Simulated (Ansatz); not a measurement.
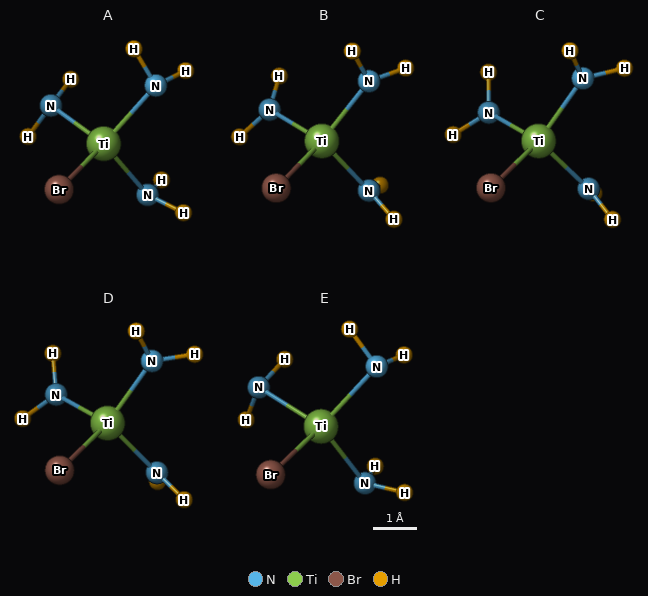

5 geometries from one relaxation of TiN3H6Br (coarse preliminary run), in shuffled order. A ball-and-stick model, seen at a tilt.

The start comes from a force field.

Theory: RKS PBE-D4/def2-SVP (Ansatz). Settings: force threshold 0.03 eV/Å; at most 200 steps.

Put them in the order of the run, from the start to the converged end.

Answer. E, A, B, C, D. They are steps 0, 1, 2, 3, 5, at +148.7 kJ/mol, +60.4 kJ/mol, +16.5 kJ/mol, +3.91 kJ/mol relative to the last. The largest moves after the best rigid fit, 0.41 Å, are those of N and H atoms. By element the largest moves are H 0.41 Å, N 0.40 Å, Br 0.22 Å, Ti 0.15 Å. Some distances before and after: N–Ti 2.091 → 1.874 Å, N–Ti 2.043 → 1.874 Å, N–Ti 1.993 → 1.874 Å, Br–Ti 2.497 → 2.418 Å. Bond angles that change, for instance: Ti–N–H 101.3° → 127.6°, Ti–N–H 103.2° → 121.8°, Ti–N–H 109.9° → 127.7°. The energy falls by 148.7 kJ/mol in 5 geometry steps. The largest force component goes from 3.3 to 0.027 eV/Å. Cost: 16 s on 4 threads of Arm Neoverse V1, on a shared host.
